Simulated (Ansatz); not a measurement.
**A workflow on CsBr (SMILES [Br][Cs])**

We compute a series of 34 runs (HF/3-21G, UHF/3-21G, PBE/def2-SVP, UPBE/def2-SVP, PBE-D3(BJ)/def2-TZVP, UPBE-D3(BJ)/def2-TZVP, CCSD(T)/def2-TZVP, B3LYP-D4/def2-TZVP, and more) of BrCs. 

The calculation is run with Ansatz 0.2.0.

## 1. The system as given

CsBr: 2 atoms, total charge 0, spin state singlet. As SMILES, `[Br][Cs]`. Geometry: the measured bond length. The run starts from this shape.

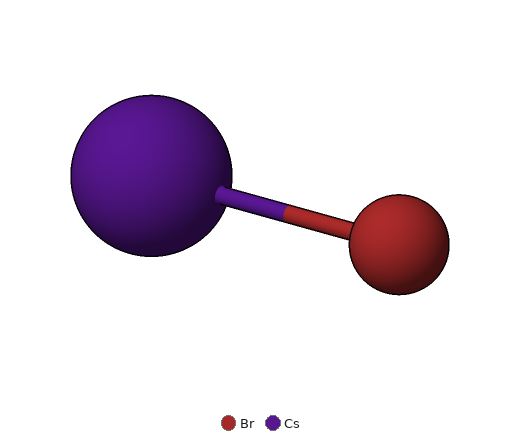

Viewed from a chosen angle; bromine red, caesium purple.

## 2. A structure relaxation at HF/3-21G (run 1)

Input file in.yaml:

```yaml
crystal:
  periodic: [false, false, false]
  atoms:
    - {symbol: Br, position_ang: [0.000000, 0.000000, 0.000000]}
    - {symbol: Cs, position_ang: [0.000000, 0.000000, 3.072251]}
basis:
  gaussian:
    orbitals: 3-21G.json
hamiltonian:
  xc: hf
relax:
  f_tol: 0.002
output: {orbitals: {seedname: orbitals}}
```

The basis set 3-21G is read from a file made from the Basis Set Exchange's data (not shown).

Started as:

```bash
ansatz run in.yaml --threads 1 --pin off --max-ram 3480MiB --events-out events.jsonl --progress --plain --runs-dir runs
```

Output:

```text
Warning: RAYON_NUM_THREADS=1 ignored (pool sized by the plan → 1); use --threads N
The last accepted step is kept in runs//last_step.txt (removed where the run ends without a failure and the disk answers)
[... 43 lines left out ...]
Total energy: -274581.14671256 eV, -10090.6710239008 hartree
[... 2 lines left out ...]
Dipole moment:     0.000000     0.000000     3.107649 e Å
```

Run time: 5.7 s. Hardware: 1 thread of Arm Neoverse V1, shared host; peak memory 0.12 GiB.

Steps, from the record of the run:

| step | energy from the first frame kept (eV) | largest force (eV/Å) |
| --- | --- | --- |
| 1 | 0.0000 | 1.3147 |
| 2 | -0.1469 | 0.3057 |
| 3 | -0.1584 | 0.0960 |
| 4 | -0.1598 | 0.0149 |
| 5 | -0.1598 | 0.0001 |

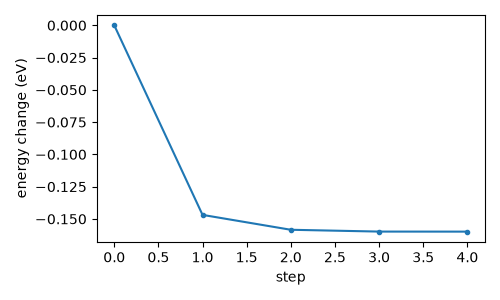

Energy along the run.

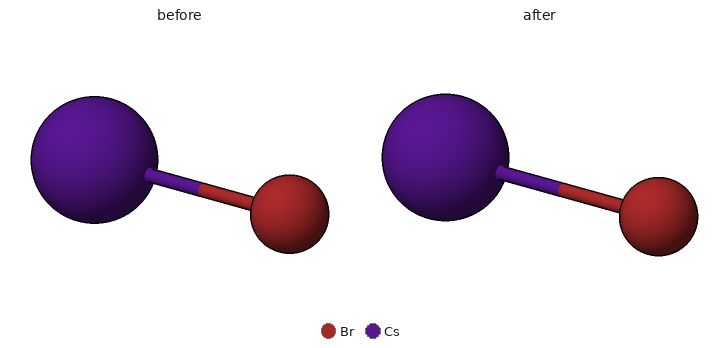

Before and after, at one scale.

After the run. Bond lengths: Br1–Cs2 3.353 Å.

## 3. Vibrational wavenumbers at HF/3-21G (run 2)

Input file input.yaml:

```yaml
crystal:
  periodic: [false, false, false]
  atoms:
    - {symbol: Br, position_ang: [0.000000, 0.000000, -0.140544]}
    - {symbol: Cs, position_ang: [-0.000000, -0.000000, 3.212795]}
basis:
  gaussian:
    orbitals: 3-21G.json
total_charge: 0
hamiltonian:
  xc: hf
phonons:
  temperatures: {t_min: 298.15, t_max: 298.15, t_step: 1}
```

The basis set 3-21G is read from a file made from the Basis Set Exchange's data (not shown).

Started as:

```bash
ansatz run input.yaml --threads 1 --pin off --max-ram 3480MiB --events-out events.jsonl --progress --plain --runs-dir runs
```

Output:

```text
Warning: RAYON_NUM_THREADS=1 ignored (pool sized by the plan → 1); use --threads N
[... 75 lines left out ...]
Total energy: -274581.14671664 eV, -10090.6710240506 hartree
[... 2 lines left out ...]
Dipole moment:    -0.000000    -0.000000     3.107648 e Å
Vibrations: 128.11 cm⁻¹, zero-point energy 0.007941 eV
```

Run time: 10 s. Hardware: 1 thread of Arm Neoverse V1, shared host; peak memory 0.12 GiB.

Runs 3 to 19 aren't shown in full; the table further down has their settings and results.

## 4. The harmonic vibrations at r2SCAN/def2-TZVP (core potential) (run 20)

Input file in.yaml:

```yaml
crystal:
  periodic: [false, false, false]
  atoms:
    - {symbol: Br, position_ang: [0.000000, 0.000000, -0.022695]}
    - {symbol: Cs, position_ang: [-0.000000, -0.000000, 3.094946]}
basis:
  gaussian: {orbitals: def2-TZVP}
hamiltonian: {xc: r2scan}
phonons: {temperatures: {t_min: 298.15, t_max: 298.15, t_step: 1}}
```

Started as:

```bash
ansatz run in.yaml --threads 1 --pin off --max-ram 3480MiB --events-out events.jsonl --progress --plain --runs-dir runs
```

Output:

```text
Warning: RAYON_NUM_THREADS=1 ignored (pool sized by the plan → 1); use --threads N
[... 7 lines left out ...]
694 factors; their error is unknown
[... 14 lines left out ...]
694 factors; their error is unknown
[... 10 lines left out ...]
694 factors; their error is unknown
[... 9 lines left out ...]
694 factors; their error is unknown
[... 4 lines left out ...]
694 factors; their error is unknown
[... 4 lines left out ...]
694 factors; their error is unknown
[... 5 lines left out ...]
694 factors; their error is unknown
[... 4 lines left out ...]
694 factors; their error is unknown
[... 4 lines left out ...]
694 factors; their error is unknown
[... 4 lines left out ...]
694 factors; their error is unknown
[... 7 lines left out ...]
Dipole moment:    -0.000000     0.000000     2.296010 e Å
Vibrations: 145.49 cm⁻¹, zero-point energy 0.009019 eV
```

Wall time 34 s (1 thread of Arm Neoverse V1, shared host); peak memory 0.14 GiB.

Runs 21 to 33 aren't shown in full; the table further down has their settings and results.

## 5. The doublet cation: a geometry optimisation at U-wB97M-V/def2-TZVPD (core potential) (run 34)

Input file in.yaml:

```yaml
crystal:
  periodic: [false, false, false]
  atoms:
    - {symbol: Br, position_ang: [-0.000000, -0.000000, -0.031300]}
    - {symbol: Cs, position_ang: [0.000000, 0.000000, 3.103551]}
basis:
  gaussian:
    orbitals: def2-TZVPD
total_charge: 1
magnetization:
  spin_polarized: true
  initial_magnetization: 1
hamiltonian:
  xc: {name: wB97M-V}
relax: {}
```

Started as:

```bash
ansatz run in.yaml --threads 1 --pin off --max-ram 3480MiB --events-out events.jsonl --progress --plain --runs-dir runs
```

Output:

```text
Warning: RAYON_NUM_THREADS=1 ignored (pool sized by the plan → 1); use --threads N
The last accepted step is kept in runs//last_step.txt (removed where the run ends without a failure and the disk answers)
[... 38 lines left out ...]
758 factors; their error is unknown
[... 7 lines left out ...]
758 factors; their error is unknown
[... 6 lines left out ...]
758 factors; their error is unknown
[... 6 lines left out ...]
758 factors; their error is unknown
[... 7 lines left out ...]
758 factors; their error is unknown
[... 5 lines left out ...]
758 factors; their error is unknown
[... 5 lines left out ...]
Total energy: -70583.72004026 eV, -2593.9038681157 hartree
[... 2 lines left out ...]
Dipole moment:     0.000000    -0.000000     1.216054 e Å
```

Run time: 7.2 min. Hardware: 1 thread of Arm Neoverse V1, shared host; peak memory 0.6 GiB.

Step by step:

| step | energy from the first frame kept (eV) | largest force (eV/Å) |
| --- | --- | --- |
| 1 | 0.0000 | 1.2857 |
| 2 | -0.1740 | 0.6269 |
| 3 | -0.2515 | 0.2723 |
| 4 | -0.2832 | 0.0393 |
| 5 | -0.2835 | 0.0465 |
| 6 | -0.2852 | 0.0069 |

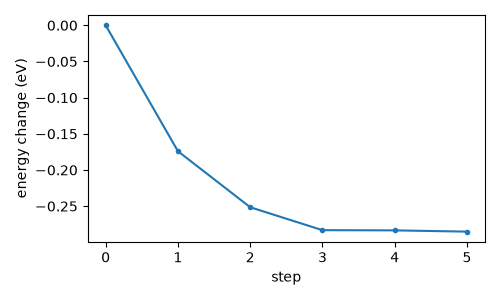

Energy along the run.

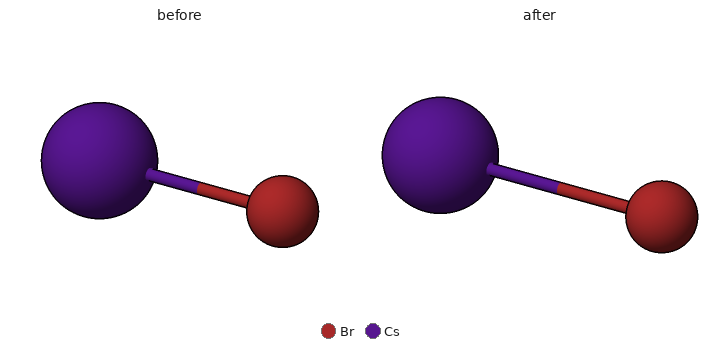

Before and after, at one scale.

After the run. Bond lengths: Br1–Cs2 3.790 Å.

## 6. The series

| run | level | task | walk f tol | partner | energy (Eh) | dipole moment (D) | wall time |
| --- | --- | --- | --- | --- | --- | --- | --- |
| 1 | HF/3-21G | optimise | 0.002 | base | -10090.671024 | 14.93 | 5.7 s |
| 2 | HF/3-21G | frequencies | – | base | -10090.671024 | 14.93 | 10 s |
| 3 | UHF/3-21G | energy | – | cation | -10090.455915 | – | 4.2 s |
| 4 | UHF/3-21G | optimise | – | cation | -10090.464903 | – | 16 s |
| 5 | PBE/def2-SVP (core potential) | optimise | 0.002 | base | -2593.699175 | 10.25 | 7.8 s |
| 6 | PBE/def2-SVP (core potential) | frequencies | – | base | -2593.699175 | 10.25 | 13 s |
| 7 | UPBE/def2-SVP (core potential) | energy | – | cation | -2593.405652 | – | 11 s |
| 8 | UPBE/def2-SVP (core potential) | optimise | – | cation | -2593.416828 | – | 36 s |
| 9 | PBE-D3(BJ)/def2-TZVP (core potential) | optimise | 0.002 | base | -2594.016866 | 10.45 | 11 s |
| 10 | PBE-D3(BJ)/def2-TZVP (core potential) | frequencies | – | base | -2594.016866 | 10.45 | 17 s |
| 11 | UPBE-D3(BJ)/def2-TZVP (core potential) | energy | – | cation | -2593.717115 | – | 16 s |
| 12 | UPBE-D3(BJ)/def2-TZVP (core potential) | optimise | – | cation | -2593.728616 | – | 48 s |
| 13 | CCSD(T)/def2-TZVP (core potential) | optimise | 0.002 | base | -2592.770910 | 11.75 | 3.5 min |
| 14 | CCSD(T)/def2-TZVP (core potential) | frequencies | – | base | -2592.770910 | 11.75 | 9.3 min |
| 15 | B3LYP-D4/def2-TZVP (core potential) | optimise | 0.002 | base | -2594.436749 | 11.03 | 17 s |
| 16 | B3LYP-D4/def2-TZVP (core potential) | frequencies | – | base | -2594.436749 | 11.03 | 25 s |
| 17 | UB3LYP-D4/def2-TZVP (core potential) | energy | – | cation | -2594.138177 | – | 23 s |
| 18 | UB3LYP-D4/def2-TZVP (core potential) | optimise | – | cation | -2594.150518 | – | 77 s |
| 19 | r2SCAN/def2-TZVP (core potential) | optimise | 0.002 | base | -2594.395413 | 11.03 | 21 s |
| 20 | r2SCAN/def2-TZVP (core potential) | frequencies | – | base | -2594.395413 | 11.03 | 34 s |
| 21 | U-r2SCAN/def2-TZVP (core potential) | energy | – | cation | -2594.096067 | – | 56 s |
| 22 | U-r2SCAN/def2-TZVP (core potential) | optimise | – | cation | -2594.107492 | – | 3.2 min |
| 23 | SVWN5/def2-TZVP (core potential) | optimise | 0.002 | base | -2590.783295 | 10.06 | 8.1 s |
| 24 | SVWN5/def2-TZVP (core potential) | frequencies | – | base | -2590.783295 | 10.06 | 12 s |
| 25 | USVWN5/def2-TZVP (core potential) | energy | – | cation | -2590.468741 | – | 14 s |
| 26 | USVWN5/def2-TZVP (core potential) | optimise | – | cation | -2590.479066 | – | 36 s |
| 27 | wB97X-V/def2-TZVP (core potential) | optimise | 0.002 | base | -2594.152346 | 11.43 | 56 s |
| 28 | wB97X-V/def2-TZVP (core potential) | frequencies | – | base | -2594.152346 | 11.43 | 88 s |
| 29 | U-wB97X-V/def2-TZVP (core potential) | energy | – | cation | -2593.857146 | – | 68 s |
| 30 | U-wB97X-V/def2-TZVP (core potential) | optimise | – | cation | -2593.868114 | – | 3.5 min |
| 31 | wB97M-V/def2-TZVPD (core potential) | optimise | 0.002 | base | -2594.187617 | 11.38 | 75 s |
| 32 | wB97M-V/def2-TZVPD (core potential) | frequencies | – | base | -2594.187617 | 11.38 | 1.9 min |
| 33 | U-wB97M-V/def2-TZVPD (core potential) | energy | – | cation | -2593.893387 | – | 1.8 min |
| 34 | U-wB97M-V/def2-TZVPD (core potential) | optimise | – | cation | -2593.903868 | – | 7.2 min |

## 7. What came out

| quantity | value |
| --- | --- |
| doublet cation, run 34: total energy at the end | -2593.90387 Eh |
| doublet cation, run 34: bond length | 3.790 Å |
| doublet cation, run 34: ⟨S²⟩ | 0.752 |
| vertical ionisation energy (to the doublet cation), HF/3-21G | 5.853 eV |
| vertical ionisation energy (to the doublet cation), PBE/def2-SVP | 7.987 eV |
| vertical ionisation energy (to the doublet cation), B3LYP-D4/def2-TZVP | 8.125 eV |
| vertical ionisation energy (to the doublet cation), r2SCAN/def2-TZVP | 8.146 eV |
| vertical ionisation energy (to the doublet cation), SVWN5/def2-TZVP | 8.559 eV |
| vertical ionisation energy (to the doublet cation), wB97X-V/def2-TZVP | 8.033 eV |
| adiabatic ionisation energy (to the doublet cation, no zero-point term), HF/3-21G | 5.609 eV |
| adiabatic ionisation energy (to the doublet cation, no zero-point term), r2SCAN/def2-TZVP | 7.835 eV |

**Reading.** At HF/3-21G: the vertical ionisation energy comes to 5.85 eV (565 kJ/mol). At PBE/def2-SVP: removing an electron at fixed nuclei costs 7.99 eV (771 kJ/mol). At B3LYP-D4/def2-TZVP: the vertical ionisation energy comes to 8.12 eV (187 kcal/mol). At r2SCAN/def2-TZVP: the vertical ionisation energy comes to 8.15 eV (188 kcal/mol). At SVWN5/def2-TZVP: removing an electron at fixed nuclei costs 8.56 eV (826 kJ/mol). At wB97X-V/def2-TZVP: the vertical ionisation energy comes to 8.03 eV (775 kJ/mol). Totals of different functionals can't be ranked against each other. Some runs of one species differ in core potentials or relativity; totals across that change don't compare. In runs 1, 2, 3, 4 relativity is left out where basis or elements ask for it. All runs together took 44 min, the longest 9.3 min.
